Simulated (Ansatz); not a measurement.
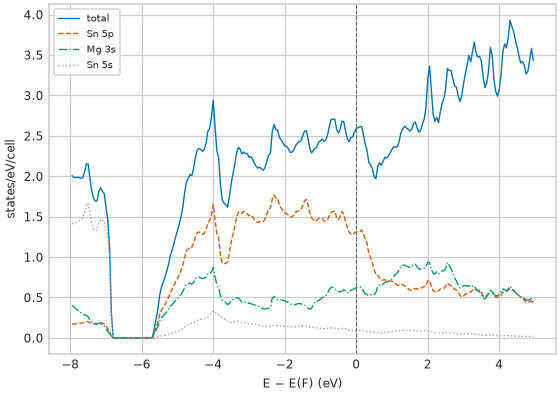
*Total and projected density of states of Mg2Sn in space group Cmcm (No. 63; Mg on 4c, Mg on 4c, Sn on 4c), plane-wave PAW LDA (Ansatz code)*

Q: Which orbitals carry the states next to the Fermi level?

A: Within 0.5 eV of the Fermi level: Sn 5p 52 %, Mg 3s 24 %, outside the projected shells 21 %. Projections are on Löwdin-orthogonalised atomic valence shells; empty p or d shells of many metals are not among them.

Q: Where is the tallest occupied peak in this window, and what makes it?

A: Near -4.0 eV, about 2.9 states/eV per cell; the largest projected share is Sn 5p.

The workflow started from a Materials Project entry (that database holds measured and hypothetical structures alike); the Crystallography Open Database copy checked does not list it. COD files the formula under space group No. 225, 227, so this cell is another polymorph or a model. With Mg and Sn taken as one species the cell has the higher symmetry Cmcm, so it may be an ordered model of a mixed-site phase. Its standing as an ambient phase is unchecked. The cell was relaxed with LDA under the symmetry of its start; whether a distortion lowers the energy is not shown. Spin–orbit coupling is left out wherever it is not named.

Potentials: the later of the program's two PAW sets.
